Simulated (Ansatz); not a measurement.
Method: PBE (plane waves to 420 eV, PAW; Ansatz, a first-principles code).

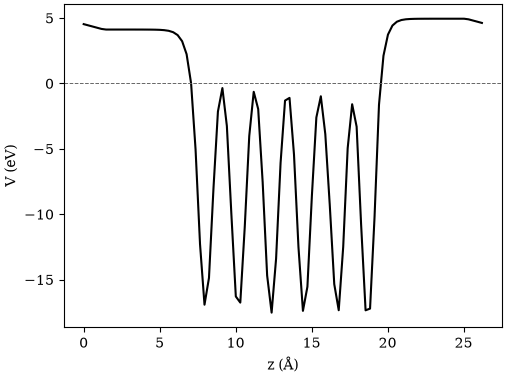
Figure: Electrostatic potential energy of an electron, averaged over planes parallel to the surface, in eV from the Fermi level, for a constructed model of the (100) surface of rock-salt TiC, top plane replaced by SiO (bottom of the slab: a bare face, its two planes held)

Model: 12-atom slab, 10.5 Å thick at the start with caps and adatoms (thin: gaps and levels are the slab's own), 12x12x1 mesh, Fermi-Dirac 0.1 eV, dipole correction, 4 atoms held, the rest relaxed; start symmetry kept, larger cells not searched; no spin, no spin-orbit, no U. It is one candidate, not shown to be the stable structure of the face.

The vacuum level lies 4.95 eV above the Fermi level over the top face and 4.12 eV above it under the bottom face.
